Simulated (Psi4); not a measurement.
# C2H3In (SMILES C#[C][InH2]) at wB97X-D/def2-TZVPD (density fitting, core potential, sweep point 7)

Aim: the vertical electron affinity of C2H3In at wB97X-D/def2-TZVPD (density fitting, core potential, sweep point 7), from 2 runs. 

Program for the calculation: Psi4 1.11.

4 further runs of the same task are left out: 4 set aside as unsound or not needed.

## 1. The structure to begin with

The species is C2H3In (6 atoms), meant as a singlet with charge 0. As SMILES, `C#[C][InH2]`. Geometry: relaxed at PBE0-D4/def2-TZVP.

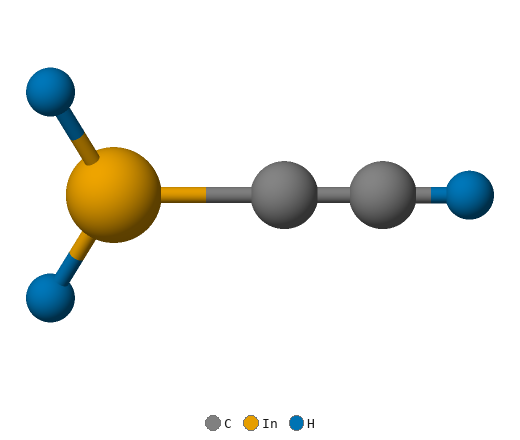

Viewed from a chosen angle; carbon grey, indium amber, hydrogen blue.

## 2. The energy at wB97X-D/def2-TZVPD (density fitting, core potential, sweep point 7)

Input file job.in:

```
memory 1600 MB

molecule {
  0 1
  C     -0.35262289    -3.64339197     0.02853486
  C     -0.13303672    -1.36702788     0.01114938
  In     0.24925488     2.57739746    -0.02003110
  H     -0.54613085    -5.64952522     0.04403062
  H      1.27273054     3.93346493    -2.77562973
  H     -0.49019496     4.14889371     2.71175699
  units au
  symmetry c1
}

set {
  basis                def2-TZVPD
  puream               true
  scf_type             df
  dft_radial_points    150
  dft_spherical_points 974
}

energy("wb97x-d")
print_variables()
```

Started as:

```console
$ psi4 -n 1 job.in job.out
```

job.out:

```text
[...]
    !!!  WARNING: ECP capability is in beta. Please check occupations closely.  !!!
[...]
  Running in c1 symmetry.
[...]
  Nuclear repulsion =   91.358346432264852
[...]
  Multiplicity = 1
[...]
  Nalpha       = 18
  Nbeta        = 18
[...]
    Number of basis functions: 157
[...]
   @DF-RKS iter   1:  -267.82169455771754   -1.35268e+00   4.98146e-03 ADIIS/DIIS
[...]
   @DF-RKS iter   8:  -268.11303578789961   -1.39398e-07   6.44514e-07 DIIS
[...]
    Orbital Energies [Eh]
    ---------------------
    Doubly Occupied:
       1A    -10.281167     2A    -10.274155     3A     -4.792342
       4A     -3.198683     5A     -3.185156     6A     -3.184489
       7A     -0.875645     8A     -0.866638     9A     -0.865571
      10A     -0.864264    11A     -0.860922    12A     -0.829266
      13A     -0.625378    14A     -0.539525    15A     -0.413441
      16A     -0.393586    17A     -0.367012    18A     -0.353922
[...]
  @DF-RKS Final Energy:  -268.11303578789961
   => Energetics <=
    Nuclear Repulsion Energy =             91.3583464322648524
    One-Electron Energy =                -620.3681819363553132
    Two-Electron Energy =                 280.4654961429633886
    DFT Exchange-Correlation Energy =     -19.5676387440125943
    Empirical Dispersion Energy =          -0.0010576827599085
    VV10 Nonlocal Energy =                  0.0000000000000000
    Total Energy =                       -268.1130357878995483
[...]
 Multipole Moments:
 ------------------------------------------------------------------------------------
     Multipole            Electronic (a.u.)      Nuclear  (a.u.)        Total (a.u.)
 ------------------------------------------------------------------------------------
 L = 1.  Multiply by 2.5417464519 to convert [e a0] to [Debye]
 Dipole X            :          3.3020949           -3.2900290            0.0120659
 Dipole Y            :         34.1180773          -33.9949525            0.1231248
 Dipole Z            :         -0.2665590            0.2657071           -0.0008519
 Magnitude           :                                                    0.1237175
[...]
```

It took 39 s on 1 thread of Intel Xeon Platinum 8488C (Sapphire Rapids), shared host; peak memory 1.3 GiB.

## 3. The doublet anion

Input file c2h3in.dat:

```
memory 1600 MB

molecule {
  -1 2
  C     -0.35262289    -3.64339197     0.02853486
  C     -0.13303672    -1.36702788     0.01114938
  In     0.24925488     2.57739746    -0.02003110
  H     -0.54613085    -5.64952522     0.04403062
  H      1.27273054     3.93346493    -2.77562973
  H     -0.49019496     4.14889371     2.71175699
  units bohr
  symmetry c1
}

set {
  basis def2-TZVPD
  reference uks
  puream true
  scf_type df
  dft_radial_points 150
  dft_spherical_points 974
  maxiter 150
}

result, w = energy("wb97x-d", return_wfn=True)
```

Started as:

```console
$ psi4 c2h3in.dat c2h3in.out -n 1
```

c2h3in.out:

```text
[...]
    !!!  WARNING: ECP capability is in beta. Please check occupations closely.  !!!
[...]
  Running in c1 symmetry.
[...]
  Nuclear repulsion =   91.358346432264852
[...]
  Multiplicity = 2
[...]
  Nalpha       = 19
  Nbeta        = 18
[...]
    Number of basis functions: 157
[...]
   @DF-UKS iter   1:  -267.64418149950109   -1.17517e+00   5.83081e-03 ADIIS/DIIS
[...]
   @DF-UKS iter  12:  -268.12407102134404   -1.12321e-07   4.15407e-07 DIIS
[...]
   @S^2 Observed:                7.535167760E-01
[...]
    Orbital Energies [Eh]
    ---------------------
    Alpha Occupied:
       1A    -10.111409     2A    -10.105278     3A     -4.575254
       4A     -2.975931     5A     -2.970655     6A     -2.970135
       7A     -0.676004     8A     -0.651542     9A     -0.649264
      10A     -0.646477    11A     -0.646301    12A     -0.644978
      13A     -0.465913    14A     -0.352329    15A     -0.227269
      16A     -0.213855    17A     -0.205832    18A     -0.179559
      19A     -0.005081
    Alpha Virtual:
      20A      0.141933    21A      0.188892    22A      0.200418
      23A      0.205781    24A      0.215901    25A      0.218646
[...]
  @DF-UKS Final Energy:  -268.12407102134404
   => Energetics <=
    Nuclear Repulsion Energy =             91.3583464322648524
    One-Electron Energy =                -627.3990317416140670
    Two-Electron Energy =                 287.5490057439388352
    DFT Exchange-Correlation Energy =     -19.6313337731737541
    Empirical Dispersion Energy =          -0.0010576827599085
    VV10 Nonlocal Energy =                  0.0000000000000000
    Total Energy =                       -268.1240710213440366
[...]
 Multipole Moments:
 ------------------------------------------------------------------------------------
     Multipole            Electronic (a.u.)      Nuclear  (a.u.)        Total (a.u.)
 ------------------------------------------------------------------------------------
 L = 1.  Multiply by 2.5417464519 to convert [e a0] to [Debye]
 Dipole X            :          3.2709820           -3.2900290           -0.0190470
 Dipole Y            :         33.7959184          -33.9949525           -0.1990341
 Dipole Z            :         -0.2639709            0.2657071            0.0017362
 Magnitude           :                                                    0.1999510
[...]
```

Run time: 79 s. Hardware: 1 thread of Intel Xeon Platinum 8488C (Sapphire Rapids), shared host; peak memory 1.3 GiB.

## 4. Summary of results

Level: wB97X-D/def2-TZVPD (density fitting, core potential, sweep point 7).

| quantity | value |
| --- | --- |
| singlet C2H3In: total energy | -268.11304 Eh |
| singlet C2H3In: dipole moment | 0.31 D |
| singlet C2H3In: HOMO energy | -9.63 eV |
| singlet C2H3In: LUMO energy | -0.43 eV |
| singlet C2H3In: HOMO–LUMO gap | 9.20 eV |
| singlet C2H3In: dispersion energy | -2.78 kJ/mol |
| doublet anion: total energy | -268.12407 Eh |
| doublet anion: HOMO energy (highest over α and β) | -0.14 eV |
| doublet anion: LUMO energy (lowest over α and β) | 3.86 eV |
| doublet anion: dispersion energy | -2.78 kJ/mol |
| doublet anion: ⟨S²⟩ | 0.754 |
| vertical electron affinity (to the doublet anion) | 0.300 eV |

At fixed nuclei the extra electron is bound by 0.30 eV (6.9 kcal/mol).
